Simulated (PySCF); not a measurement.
**ReF₄: doublet, from a B3LYP minimum start**

Aim: relax ReF₄ as a doublet from a B3LYP minimum start, check by its vibrations whether the end is a minimum, and collect its spectrum and constants.

The runs use PySCF 2.14.0; B3LYP, basis Re def2-SVP with ECP60, F def2-SVP, scalar-relativistic core potentials, no spin–orbit coupling, density fitting.

## Step 1: The system as given

5 atoms, charge 0, spin multiplicity 2.

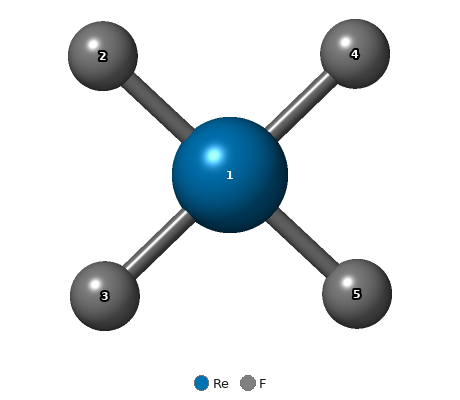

The starting geometry (rhenium blue, fluorine grey); atoms are numbered from 1 in the order of the file.

Coordinates in bohr (charge 0 multiplicity 2):
```
Re    0.0000    0.0000    0.0000
F     1.6338    1.7437    2.5239
F    -1.6301   -1.7407    2.5283
F     1.6301    1.7407   -2.5283
F    -1.6338   -1.7437   -2.5239
```

## Step 2: The SCF at the typed geometry

One driver script runs all steps and calls PySCF; scf.py shows how it sets up the SCF of each step. The optimiser is the driver's own. After this first run the driver tries any further starts and a stability analysis.

Input file scf.py:

```python
from pyscf import gto, scf, dft
mol = gto.M(atom='''
Re     0.000000     0.000000     0.000000
F      0.864569     0.922728     1.335571
F     -0.862636    -0.921133     1.337920
F      0.862636     0.921133    -1.337920
F     -0.864569    -0.922728    -1.335571''',
    basis={'Re': 'def2-SVP', 'F': 'def2-SVP'},
    ecp={'Re': 'def2-SVP'},
    charge=0, spin=1)
mf = dft.UKS(mol, xc='B3LYP')
mf.grids.atom_grid = (50, 194)
aux = {'Re': 'def2-universal-JKFIT', 'F': 'def2-universal-JKFIT'}
mf = mf.density_fit(auxbasis=aux)
mf.conv_tol = 1e-08
mf.diis_space = 10
mf.max_cycle = 60
mf.init_guess = 'minao'
mf.verbose = 4
mf.kernel()
```

Run with:

```sh
> OMP_NUM_THREADS=2 python axn.py task.json out
```

What it wrote:

```text
init E= -465.199280315319
[... the frontier-level lines of each cycle are left out ...]
cycle= 1 E= -477.145314251197  delta_E= -11.9  |g|= 0.925  |ddm|= 5.54
cycle= 2 E= -474.579860329337  delta_E= 2.57  |g|= 2.77  |ddm|= 2.25
cycle= 3 E= -477.436063139456  delta_E= -2.86  |g|= 0.19  |ddm|= 1.87
cycle= 4 E= -477.452169777012  delta_E= -0.0161  |g|= 0.0563  |ddm|= 0.295
cycle= 5 E= -477.453840258905  delta_E= -0.00167  |g|= 0.00419  |ddm|= 0.0707
cycle= 6 E= -477.453931838048  delta_E= -9.16e-05  |g|= 0.00247  |ddm|= 0.0311
cycle= 7 E= -477.454007227769  delta_E= -7.54e-05  |g|= 0.00161  |ddm|= 0.0375
cycle= 8 E= -477.454056573174  delta_E= -4.93e-05  |g|= 0.00117  |ddm|= 0.0433
cycle= 9 E= -477.454063309802  delta_E= -6.74e-06  |g|= 0.000901  |ddm|= 0.0108
cycle= 10 E= -477.454069242091  delta_E= -5.93e-06  |g|= 0.000212  |ddm|= 0.0169
cycle= 11 E= -477.454069672545  delta_E= -4.3e-07  |g|= 5.7e-05  |ddm|= 0.00498
cycle= 12 E= -477.454069687315  delta_E= -1.48e-08  |g|= 1.25e-05  |ddm|= 0.000798
cycle= 13 E= -477.454069687774  delta_E= -4.58e-10  |g|= 3.82e-06  |ddm|= 8.35e-05
Extra cycle  E= -477.454069687808  delta_E= -3.38e-11  |g|= 2.18e-06  |ddm|= 1.46e-05
converged SCF energy = -477.454069687808  <S^2> = 0.79784744  2S+1 = 2.0472884
```

This step, with its further starts and checks, took 52 s on 2 threads of Arm Neoverse N1, shared host.

The starts that the driver tried:

| start | energy (Eh) |
| --- | --- |
| the minimal-basis guess | -477.454070 |
| a thermally smeared density | -477.454070 |
| a smeared PBE density | -477.454070 |

The first run landed in a state that is too high. Following the other starts and the instabilities gains 2.6 kJ/mol (-477.45506 Eh), and the work goes on from there.

## Step 3: Relaxing the doublet from the B3LYP minimum start

The program finds D2h symmetry in the start, which this walk keeps.

scf.py: that of step 2 with these lines changed.

```diff
@@ -18 +17,0 @@
-mf.init_guess = 'minao'
```

Energy and gradient, step by step:

| step | energy (Eh) | change (kJ/mol) | largest symmetric gradient (Eh/bohr) |
| --- | --- | --- | --- |
| 0 | -477.455055 | 0.00 | 0.00257 |
| 1 | -477.455176 | -0.32 | 0.00102 |
| 2 | -477.455187 | -0.35 | 0.00007 |

The walk took 17 s.

End point (D2h, 2 steps, 0.3 kJ/mol gained): Re–F 1.845 Å (×4); F–Re–F 87.4° (×2), F–Re–F 92.6° (×2), F–Re–F 180.0° (×2).

## Step 4: Hessian and properties

The point is checked on the finer grid, and tightened if its gradient asks for it. The Hessian and the dipole derivatives come from central differences of analytic gradients, with steps of 0.02 bohr.

scf.py: that of step 3 with these lines changed.

```diff
@@ -3,5 +3,5 @@
-Re     0.000000     0.000000     0.000000
-F      0.864569     0.922728     1.335571
-F     -0.862636    -0.921133     1.337920
-F      0.862636     0.921133    -1.337920
-F     -0.864569    -0.922728    -1.335571''',
+Re    -0.000000     0.000000    -0.000000
+F      0.871861     0.930513     1.332686
+F     -0.869932    -0.928921     1.335055
+F      0.869932     0.928921    -1.335055
+F     -0.871861    -0.930513    -1.332686''',
@@ -12 +12 @@
-mf.grids.atom_grid = (50, 194)
+mf.grids.atom_grid = (75, 302)
@@ -15 +15 @@
-mf.conv_tol = 1e-08
+mf.conv_tol = 1e-10
```

The driver hands on the density of the step before, so the log starts near convergence.

SCF at the final geometry:

```text
init E= -477.454990115083
[... the frontier-level lines of each cycle are left out ...]
cycle= 1 E= -477.454990115088  delta_E= -5e-12  |g|= 2.58e-06  |ddm|= 7.36e-06
Extra cycle  E= -477.45499011508  delta_E= 8.75e-12  |g|= 5.96e-06  |ddm|= 7.83e-06
converged SCF energy = -477.45499011508  <S^2> = 1.1346128  2S+1 = 2.3533914
```

The whole step took 1.8 min.

Geometry: D2h; Re–F 1.844 Å (×4); F–Re–F 87.4° (×2), F–Re–F 92.6° (×2), F–Re–F 180.0° (×2).

Modes, for the most abundant isotopes:

```csv
ω (cm⁻¹),IR (km/mol),type
95,0.2,bend
162,18.8,bend
187,9.5,bend
224,14.3,bend
306,0.0,bend
479,0.0,stretch
718,0.0,stretch
724,206,stretch
740,207,stretch
```

Every mode is real; the point is a minimum.

The SCF density has lower symmetry than the nuclear frame, so the modes carry no labels.

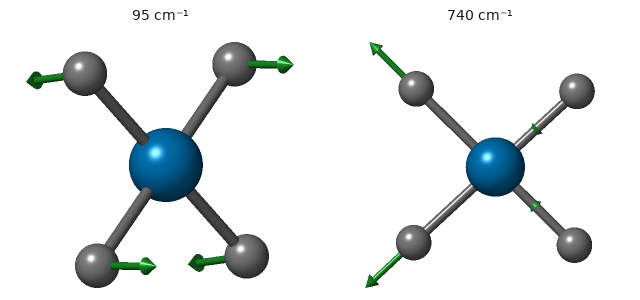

How the atoms move in 2 of the modes.

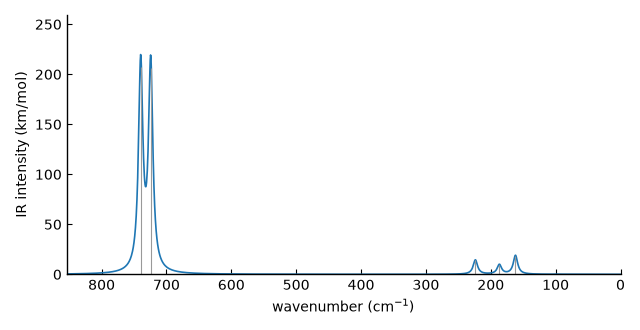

The harmonic infrared spectrum (widths in cm⁻¹). Lines are broadened to a width of 8 cm⁻¹ (Lorentzian).

Properties at this point:

```
Dipole moment                                                   : 0.00 D
Highest occupied level                                          : -7.91 eV
Lowest empty level                                              : -5.26 eV
Rotational constants                                            : 0.1367, 0.1247, 0.0652 cm⁻¹
Zero-point energy                                               : 21.7 kJ/mol
Principal polarisabilities                                      : 29.4, 36.8, 37.5 bohr³
Atomisation energy without zero-point energy                    : 1821 kJ/mol
Principal traceless quadrupole moments about the centre of mass : -3.40, -2.76, 6.16 D Å
Entropy at 298.15 K and 1 bar (electronic part: spin only)      : 339.8 J/(mol K)
Heat capacity Cp at 298.15 K                                    : 86.8 J/(mol K)
Enthalpy at 298.15 K above 0 K                                  : 18.93 kJ/mol
Rotational symmetry number                                      : 4
Spin squared ⟨S²⟩                                               : 1.135
```

Charges (e) and bond orders:

| atom | Mulliken | Löwdin | polar tensor | spin (Mulliken) | Mayer order to Re1 |
| --- | --- | --- | --- | --- | --- |
| Re1 | 1.22 | 0.37 | 2.37 | 0.86 | – |
| F2,3,4,5 | -0.30 | -0.09 | -0.59 | 0.04 | 1.09 |

Mulliken populations on Re1 (outside its core potential): s 2.70, p 6.37, d 4.54, f 0.18.

## Step 5: Summary of results

```
                                          quantity                                                                        value
                                           minimum                                                                 doublet, D2h
                                          geometry  Re–F 1.844 Å (×4); F–Re–F 87.4° (×2), F–Re–F 92.6° (×2), F–Re–F 180.0° (×2)
                                wavenumbers (cm⁻¹)                                   95, 162, 187, 224, 306, 479, 718, 724, 740
                                     dipole moment                                                                       0.00 D
highest occupied, lowest empty level (either spin)                                                              -7.91, -5.26 eV
                        polar-tensor charge of Re1                                                                      +2.37 e
                                 zero-point energy                                                                  21.7 kJ/mol
                               entropy at 298.15 K                                                              339.8 J/(mol K)
         atomisation energy (no zero-point energy)                                                                  1821 kJ/mol
                                              ⟨S²⟩                                                                        1.135
```

The B3LYP minimum start keeps its D2h symmetry and ends in a minimum. The determinant is spin-contaminated (⟨S²⟩ = 1.13 against 0.75), so it is no pure spin state. The strongest infrared band lies at 740 cm⁻¹ (stretch). Re1 has a polar-tensor charge of +2.4 e (a dipole derivative, not a static charge), yet symmetry cancels the bond dipoles. Most of the spin sits on Re1 (Mulliken spin 0.86, against 1 for the whole molecule). The first SCF alone would have been 3 kJ/mol too high. Only this shape and spin were tried, so other structures or states may lie lower. The SCF density has lower symmetry than the nuclear frame. Open d and f shells are described by one determinant, and the ground state may have another occupation or spin. With an element this heavy the missing spin–orbit coupling can shift these numbers.

The search up to here took 3 min.
